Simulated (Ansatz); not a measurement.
# AgO (F-43m): relaxing the cell for a phonon run

Aim: bring AgO (F-43m) to small forces and stress, as phonons need.

Program: Ansatz 0.2.0. Level of theory: DFT PBEsol, scalar-relativistic, plane waves, PAW; PAW set soft_1. Results are calculated unless marked as measured.

**1. Set-up**

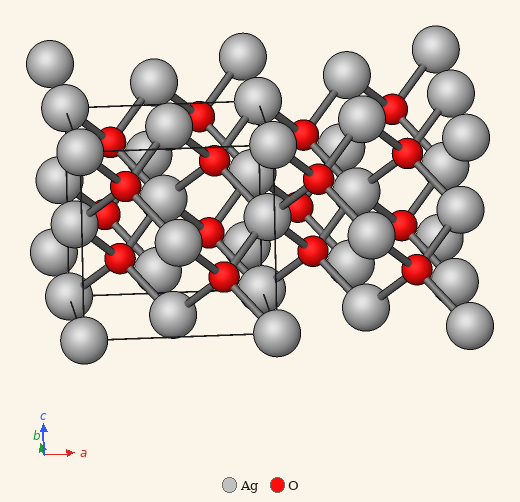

The starting structure, seen slightly off an axis (silver light grey, oxygen red). 2×2×1 cells are drawn. This picture shows the conventional cell, with its axes. Bonds to atoms that aren't drawn are left out. Some periodic images of atoms are drawn too.

As a file:

```cif
data_structure
_symmetry_space_group_name_H-M 'F-43m'
_symmetry_Int_Tables_number 216
_cell_length_a 4.8160
_cell_length_b 4.8160
_cell_length_c 4.8160
_cell_angle_alpha 90.000
_cell_angle_beta 90.000
_cell_angle_gamma 90.000
_cell_volume 111.70
loop_
_atom_site_label
_atom_site_type_symbol
_atom_site_symmetry_multiplicity
_atom_site_Wyckoff_symbol
_atom_site_fract_x
_atom_site_fract_y
_atom_site_fract_z
_atom_site_occupancy
Ag1 Ag 4 a 0.00000 0.00000 0.00000 1
O1 O 4 d 0.25000 0.25000 0.75000 1
```

**2. Probe on a coarse mesh**

First a cheap look: the gap decides the mesh and the occupations, the pressure tells how far the cell has to move.

Contents of input.yaml:

```yaml
crystal:
  lattice:
    - [0.0, 2.408, 2.408]
    - [2.408, 0.0, 2.408]
    - [2.408, 2.408, 0.0]
  atoms:
    - { symbol: Ag, position: [0.0, 0.0, 0.0] }
    - { symbol: O, position: [0.25, 0.25, 0.25] }
kpoints:
  mp_grid: { grid: [6, 6, 6] }
hamiltonian:
  xc: pbesol
  pseudopotentials: { kind: paw, azcp: { folder: soft_1 }, xc_functional: pbe }
scf:
  occupations: { method: gaussian, width: 0.1 }
output:
  forces: true
  stress: true
  eigenvalues: true
```

Launch:

```bash
ansatz run input.yaml --threads 4 --pin off --max-ram 10240MiB --backend cpu --events-out ev --progress --plain --runs-dir out
```

Numbers of over 12 decimals in the logs are rounded to 6 here.

What it wrote:

```text
Engine: ansatz 0.2.0, aarch64-unknown-linux-gnu
Pseudopotentials: kind: paw
Pseudopotential: Ag, paw, valence charge 19, recommended cutoff 420 eV (normal), soft_1/Ag.paw.azcp
Pseudopotential: O, paw, valence charge 6, recommended cutoff 420 eV (normal), soft_1/O.paw.azcp
Functional definition: PBEsol
  exchange = pbesol_x
  correlation = pbesol_c
Crystal: 2 atoms, lattice volume = 27.925 Å³
[...]
--- Band table (eV; the first three rows and the last of 16) ---
  k-point 0: bands = [... 9 lower, 7.7727, 11.1977, 11.9514, 11.9514, 11.9514, 25.0702, 25.0702, 25.0702]
  k-point 1: bands = [... 9 lower, 7.7454, 10.7879, 11.7733, 11.7733, 12.6317, 22.6711, 25.2624, 25.2624]
  k-point 2: bands = [... 9 lower, 7.8277, 9.2698, 11.3055, 11.3055, 14.7018, 19.7009, 25.1867, 25.1867]
  k-point 15: bands = [... 9 lower, 8.0001, 8.5790, 9.0289, 10.2599, 18.1405, 20.1787, 21.3529, 22.6391]
[key lines of the parts left out:]
SCF converged after 7 iterations
Free energy (F): -8080.047929 eV
Fermi energy:    11.049017 eV
P = ⅓ Tr σ = 10.9960 GPa (109.960 kbar)
```

It took 0.98 s on 4 threads of Arm Neoverse V1, shared host; peak memory 0.27 GiB; 1.6 s of CPU time.

This run has no spin polarisation although its electron count is odd.

This step gave:

```
pressure          : 11.00 GPa
volume per atom   : 13.96 Å³
gap on the k-mesh : 0 eV
```

The coarse mesh shows no gap and a pressure of 11.0 GPa.

**3. Coarse relaxation**

The start is far from rest, so a relaxation with loose tolerances brings it close first.

Edit input.yaml of step 2 so:

```diff
@@ -9,3 +9,3 @@
 kpoints:
-  mp_grid: { grid: [6, 6, 6] }
+  mp_grid: { grid: [8, 8, 8] }
 hamiltonian:
@@ -19 +19,6 @@
   eigenvalues: true
+relax:
+  adjacent_minimum: "off"
+  f_tol: 0.05
+  max_steps: 80
+  cell: { stress_tol: 0.5 }
```

What it wrote:

```text
[...]
Crystal: 2 atoms, lattice volume = 27.925 Å³
Basis set: ecut = 420 eV, 537 PW (Γ), exchange–correlation on 48×48×48 points (8 copies of the dense FFT grid, shifted against one another)
Bands: 17, of which v1, the nominal top of the filled ones, is band 13 counted from 1 (12 counted from 0)
Symmetry: 24 space group operations
[...]
k-points: 29 of 512 (time reversal used)
[...]
--- Relaxed structure (4 steps of the walk, 4 accepted, 2 SCFs on fresh bases) ---
  F+E_penalty+E_count = -8080.13796370 eV   max|allowed force component| = 1.342e-16 eV/Å   (the final SCF, on the basis selected at the relaxed cell)
  cell:  # Å, volume = 30.3008 Å³
    - [0, 2.474426, 2.474426]
    - [2.474426, 0, 2.474426]
    - [2.474426, 2.474426, 0]
  atoms:
    - { symbol: Ag, position: [0, 0, 0] }
    - { symbol: O, position: [0.25, 0.25, 0.25] }
[key lines of the parts left out:]
SCF converged after 3 iterations
Free energy (F): -8080.137964 eV
Fermi energy:    9.513811 eV
P = ⅓ Tr σ = 0.0490 GPa (0.490 kbar)
```

Elapsed: 2.9 s, on 4 threads; peak memory 0.3 GiB.

The steps of the relaxation:

| step | energy less that of the first step (eV) | largest force component (eV/Å) | pressure (GPa) | volume (Å³) |
| --- | --- | --- | --- | --- |
| 1 | 0.0000 | 0.0000 | 10.97 | 27.93 |
| 2 | -0.0657 | 0.0000 | 2.14 | 29.69 |
| 3 | -0.0682 | 0.0000 | 0.27 | 30.15 |
| 4* | -0.0749 | 0.0000 | 0.60 | 30.15 |
| 5 | -0.0749 | 0.0000 | 0.04 | 30.30 |
| 6* | -0.0753 | 0.0000 | 0.05 | 30.30 |

Relaxation steps marked * repeat the geometry before them on a plane-wave basis chosen anew for their cell, so energy and pressure can jump there.

The run keeps the 24 symmetry operations that it works with, so distortions that break them were not tested.

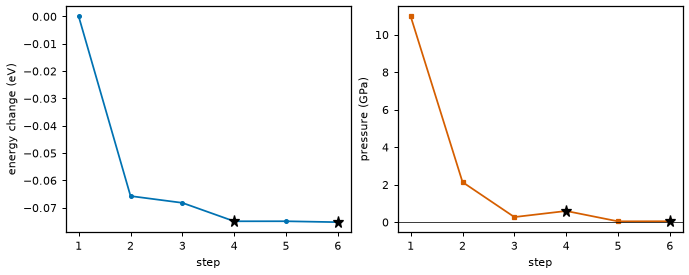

Energy and pressure along the relaxation. Stars mark steps on a basis chosen anew.

| conventional cell, symmetrised | before | after | change |
| --- | --- | --- | --- |
| a (Å) | 4.816 | 4.949 | +2.8 % |
| b (Å) | 4.816 | 4.949 | +2.8 % |
| c (Å) | 4.816 | 4.949 | +2.8 % |
| volume (Å³/atom) | 13.96 | 15.15 | +8.5 % |

The relaxed structure:

```xyz
2
Lattice="0.0000 2.4744 2.4744 2.4744 0.0000 2.4744 2.4744 2.4744 0.0000" Properties=species:S:1:pos:R:3 pbc="T T T"
Ag    0.0000    0.0000    0.0000
O     1.2372    1.2372    1.2372
```

This step gave:

- pressure: 0.04903 GPa
- volume per atom: 15.15 Å³

In this step the volume went from 13.96 to 15.15 Å³/atom.

**4. Bringing the structure to rest**

Harmonic phonons are second derivatives at a point where the forces vanish, and they are wanted at zero stress, so atoms and cell are relaxed first.

input.yaml, the sections that differ from step 3:

```yaml
crystal:
  lattice:
    - [0.0, 2.4744261586, 2.4744261586]
    - [2.4744261586, 0.0, 2.4744261586]
    - [2.4744261586, 2.4744261586, 0.0]
  atoms:
    - { symbol: Ag, position: [0.0, 0.0, 0.0] }
    - { symbol: O, position: [0.25, 0.25, 0.25] }
kpoints:
  mp_grid: { grid: [14, 14, 14] }
relax:
  adjacent_minimum: "off"
  f_tol: 0.005
  max_steps: 80
  cell: { stress_tol: 0.05 }
# hamiltonian, scf, output: as in step 3
```

What it wrote:

```text
[...]
Crystal: 2 atoms, lattice volume = 30.301 Å³
Basis set: ecut = 420 eV, 609 PW (Γ), exchange–correlation on 48×48×48 points (8 copies of the dense FFT grid, shifted against one another)
Bands: 17, of which v1, the nominal top of the filled ones, is band 13 counted from 1 (12 counted from 0)
[... 1 set-up line as in the run before ...]
[...]
k-points: 104 of 2744 (time reversal used)
[...]
SCF iter   1: F=—  HF=-8080.277603 eV  |F-HF|=—  |Δ(HF+E_count)|=         —  Δρ=6.98e-2  dr2=1.03e0  ethr=3.10e-3  ⟨swp⟩=5.3  Hψ=7843  notcnv=0
[...]
SCF iter   8: F=-8080.136126 eV  HF=-8080.136126 eV  |F-HF|=3.27e-10  |Δ(HF+E_count)|=   9.87e-9  Δρ=1.62e-6  dr2=8.05e-10  ethr=2.72e-10  ⟨swp⟩=2.0  Hψ=5646  notcnv=0
SCF 1 converged in 8 iterations: F = -8080.136126 eV  dr2 = 8.05e-10
[...]
relax step   1: F+E_penalty+E_count = -8080.13612629 eV  Δ(F+E_penalty+E_count) = +0.000e0 eV  max|allowed force component| = 1.156e-16 eV/Å  Δτ_max = 0.0000 Å  P = +0.095 GPa  Ω = 30.301 Å³  (8 SCF iters, dr2 threshold 1.00e-7 eV, accepted)
Crystal: 2 atoms, lattice volume = 30.321 Å³
[...]
SCF iter   4: F=-8080.136092 eV  HF=-8080.136092 eV  |F-HF|=1.19e-8  |Δ(HF+E_count)|=   1.80e-8  Δρ=7.08e-6  dr2=1.30e-8  ethr=8.97e-11  ⟨swp⟩=2.9  Hψ=6361  notcnv=0
SCF 2 converged in 4 iterations: F = -8080.136092 eV  dr2 = 1.30e-8
relax step   2: F+E_penalty+E_count = -8080.13609195 eV  Δ(F+E_penalty+E_count) = +3.435e-5 eV  max|allowed force component| = 1.434e-16 eV/Å  Δτ_max = 0.0000 Å  P = +0.019 GPa  Ω = 30.321 Å³  energy of the carried Pulay correction = -4.164e-5 eV  (4 SCF iters, dr2 threshold 2.24e-8 eV, accepted)
[...]
SCF iter   7: F=-8080.136099 eV  HF=-8080.136099 eV  |F-HF|=1.82e-12  |Δ(HF+E_count)|=  8.19e-12  Δρ=2.03e-7  dr2=5.73e-12  ethr=1.00e-12  ⟨swp⟩=4.3  Hψ=5704  notcnv=0
SCF 3 converged in 7 iterations: F = -8080.136099 eV  dr2 = 5.73e-12
relax step   3: F+E_penalty+E_count = -8080.13609861 eV  Δ(F+E_penalty+E_count) = -6.661e-6 eV  max|allowed force component| = 1.249e-16 eV/Å  Δτ_max = 0.0000 Å  P = +0.021 GPa  Ω = 30.321 Å³  stress off target by 2.06e-2 GPa  SCF on the basis re-selected at this cell (its energy is not comparable with the rows above)  (7 SCF iters)
[...]
SCF converged after 7 iterations
Free energy (F): -8080.136099 eV
[...]
Internal energy: -8080.124073 eV  (E = F + TS)
E sigma→0 (E₀):  -8080.130086 eV
Entropy (-TS):   -0.012025 eV (-6.013 meV/atom)
Fermi energy:    9.500113 eV
[...]
--- Stress (GPa, compression-positive) ---
        0.020583       0.000000       0.000000
       -0.000000       0.020583      -0.000000
        0.000000      -0.000000       0.020583
  P = ⅓ Tr σ = 0.0206 GPa (0.206 kbar)
--- Band table (eV; the first three rows and the last of 104) ---
  k-point 0: bands = [... 9 lower, 6.5154, 9.7792, 10.3191, 10.3191, 10.3191, 23.1412, 23.1412, 23.1412]
  k-point 1: bands = [... 9 lower, 6.5089, 9.6893, 10.2891, 10.2891, 10.4647, 22.5608, 23.1810, 23.1810]
  k-point 2: bands = [... 9 lower, 6.4964, 9.3846, 10.1995, 10.1995, 10.9188, 21.3204, 23.2676, 23.2676]
  k-point 103: bands = [... 9 lower, 6.9970, 7.2017, 7.4063, 8.8643, 16.8647, 18.0850, 19.4321, 20.1132]
--- Relaxed structure (2 steps of the walk, 2 accepted, 1 SCFs on fresh bases) ---
[...]
cell:  # Å, volume = 30.3214 Å³
    - [0, 2.474989, 2.474989]
    - [2.474989, 0, 2.474989]
    - [2.474989, 2.474989, 0]
  atoms:
    - { symbol: Ag, position: [0, 0, 0] }
    - { symbol: O, position: [0.25, 0.25, 0.25] }
```

Elapsed: 4.8 s, on 4 threads; peak memory 0.37 GiB.

Little changed from the start: no atom moved by 0.005 Å and no cell edge by 0.1 %.

Numbers from this step:

```yaml
pressure: 0.02058 GPa
volume_per_atom: 15.16 Å³
```

In this step the volume went from 15.15 to 15.16 Å³/atom.

**5. Tight relaxation**

Phonons need a cell at rest on their own settings, so the relaxation is repeated with tight tolerances on forces and stress, using the mesh and the filling of the phonon run that follows.

input.yaml, the sections that differ from step 4:

```yaml
crystal:
  lattice:
    - [0.0, 2.4749891092, 2.4749891092]
    - [2.4749891092, 0.0, 2.4749891092]
    - [2.4749891092, 2.4749891092, 0.0]
  atoms:
    - { symbol: Ag, position: [0.0, 0.0, 0.0] }
    - { symbol: O, position: [0.25, 0.25, 0.25] }
kpoints:
  mp_grid: { grid: [16, 16, 16] }
scf:
  occupations: { method: methfessel_paxton, width: 0.2 }
relax:
  adjacent_minimum: "off"
  f_tol: 0.001
  max_steps: 60
  cell: { stress_tol: 0.01 }
# hamiltonian, output: as in step 4
```

What it wrote:

```text
[...]
Crystal: 2 atoms, lattice volume = 30.321 Å³
Basis set: ecut = 420 eV, 609 PW (Γ), exchange–correlation on 48×48×48 points (8 copies of the dense FFT grid, shifted against one another)
Bands: 17, of which v1, the nominal top of the filled ones, is band 13 counted from 1 (12 counted from 0)
[... 1 set-up line as in the run before ...]
[...]
k-points: 145 of 4096 (time reversal used)
[...]
k-point 144: bands = [... 9 lower, 7.1376, 7.1930, 7.2573, 8.8830, 16.9865, 18.0861, 19.3917, 19.9538]
--- Relaxed structure (1 steps of the walk, 1 accepted, 1 SCFs on fresh bases) ---
[...]
cell:  # Å, volume = 30.3214 Å³
    - [0.0, 2.4749891092, 2.4749891092]
    - [2.4749891092, 0.0, 2.4749891092]
    - [2.4749891092, 2.4749891092, 0.0]
  atoms:
    - { symbol: Ag, position: [0.0, 0.0, 0.0] }
    - { symbol: O, position: [0.25, 0.25, 0.25] }
[key lines of the parts left out:]
SCF converged after 5 iterations
Free energy (F): -8080.130382 eV
Fermi energy:    9.496081 eV
P = ⅓ Tr σ = -0.0047 GPa (-0.047 kbar)
```

Wall time 4.1 s (4 threads); peak memory 0.4 GiB; 15 s of CPU time.

Little changed from the start: no atom moved by 0.005 Å and no cell edge by 0.1 %.

This step gave:

```yaml
pressure: -0.004677 GPa
```

The forces vanish by symmetry and the pressure is -0.005 GPa, within the tolerances set. The cell now holds 15.16 Å³/atom.

**6. Summary of results**

```yaml
space_group_after_relaxation_within_0p01_a: F-43m
lattice_constant_a: 4.950 Å
lattice_constant_b: 4.950 Å
lattice_constant_c: 4.950 Å
volume_per_atom: 15.2 Å³
```

In words: The forces vanish by symmetry and the pressure is -0.005 GPa, within the tolerances set. The cell now holds 15.16 Å³/atom. The relaxation keeps the symmetry of its start, so it says nothing on stability against lower symmetry. The runs are without spin polarisation, although the cell has an odd electron count. The PAW files were made for PBE and serve the other functionals too.

[Logs are printed without paths, hosts, clocks, repeated set-up lines and the standing remarks that a program may print on its own settings, such as how far it seeks lower states.]

[Hosts, paths, dates, database ids (printed as entryN), source tags and the programs' standing remarks are cut or masked in the printed files.]
